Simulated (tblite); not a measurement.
## Frequency calculation of C₆H₁₀N₂Si

The run: frequency calculation of C₆H₁₀N₂Si. Method and program: GFN2-xTB harmonic vibrations, gas phase (tblite 0.8.0).

It belongs to a series of runs on one base structure; here: H on C replaced by CN.

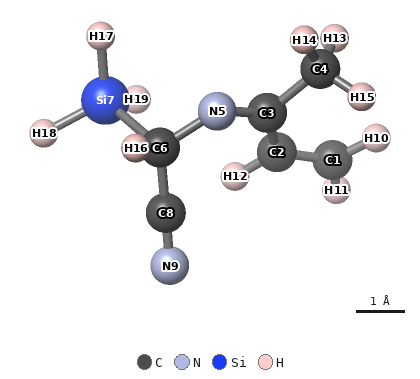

**Figure 1.** The input geometry (ball-and-stick view, seen at a tilt; atoms are numbered from 1 in the order of the input).

**Key numbers**

| quantity | value |
| --- | --- |
| outcome | converged |
| total energy | −692.0287 eV |
| zero-point energy | 87.4930 kcal/mol |
| hardware | 1 CPU thread, shared host |
| wall time | 0.69 s |
| peak memory | 0.18 GiB |

**Input file**
```
{"job": {"kind": "ir", "xc": "GFN2-xTB", "basis": "xTB"}, "charge": 0, "multiplicity": 1}
C     -2.149885     0.074064    -1.541541
C     -0.970764     0.135382    -0.932754
C     -0.762387    -0.000583     0.509025
C     -1.914450    -0.477957     1.345067
N      0.313568     0.236606     1.143768
C      1.547402     0.687358     0.588363
Si     2.540714    -0.874665     0.011298
C      1.505473     1.666387    -0.457835
N      1.487768     2.466763    -1.278782
H     -3.073837    -0.068152    -1.007329
H     -2.232244     0.180747    -2.610296
H     -0.081649     0.301675    -1.526490
H     -2.302813    -1.415845     0.953678
H     -1.580970    -0.621228     2.368523
H     -2.714872     0.259753     1.335062
H      2.110564     1.134758     1.420389
H      2.571909    -1.768442     1.163643
H      3.872602    -0.422238    -0.383382
H      1.824067    -1.485132    -1.107868
```

The first line tells a small driver script what to run in tblite; the rest is the geometry in Å.

Run as:
```bash
OMP_NUM_THREADS=1 python <driver script> task.json out
```

**Log**
```
mode    cm-1     km/mol
  1      30.4      2.09
  2      65.8      1.45
  3      97.4      0.80
  4     114.8      0.56
  5     132.0      2.54
  6     174.5      3.67
  7     192.3      1.85
  8     235.0      3.75
  9     297.4     12.00
 10     308.3      3.65
 11     392.5      2.96
 12     409.3      2.40
 13     445.1      2.51
 14     499.7      8.01
 15     538.6     38.98
 16     545.0     29.01
 17     665.3     13.79
 18     705.0     13.02
 19     710.6     25.93
 20     750.9    161.28
 21     770.2    210.12
 22     780.5    369.82
 23     795.2     12.90
 24     903.1      6.36
 25     944.0     23.54
 26    1004.5     10.92
 27    1009.6     31.39
 28    1012.7      4.05
 29    1038.1      8.59
 30    1064.1     80.32
 31    1136.6     18.69
 32    1243.7     32.88
 33    1268.8     17.09
 34    1302.5      0.15
 35    1380.8     16.04
 36    1406.8      4.32
 37    1468.4      5.20
 38    1473.9      6.85
 39    1655.6     15.51
 40    1678.0     25.72
 41    2285.9    218.06
 42    2299.2    291.28
 43    2321.7    264.31
 44    2370.2    275.10
 45    2865.2     34.25
 46    3016.1     16.31
 47    3026.1     15.54
 48    3063.7     11.16
 49    3071.1     23.92
 50    3105.6     13.31
 51    3130.9     31.28
```

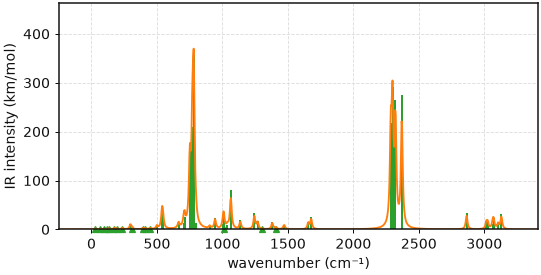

**Figure 2.** Harmonic infrared spectrum, unscaled: sticks (degenerate modes added up, dark ones marked on the axis) with a Lorentzian envelope of 16 cm⁻¹ full width, scaled to the tallest stick. 51 modes from 30 to 3131 cm⁻¹, none imaginary. The strongest line is at 780 cm⁻¹ (370 km/mol).
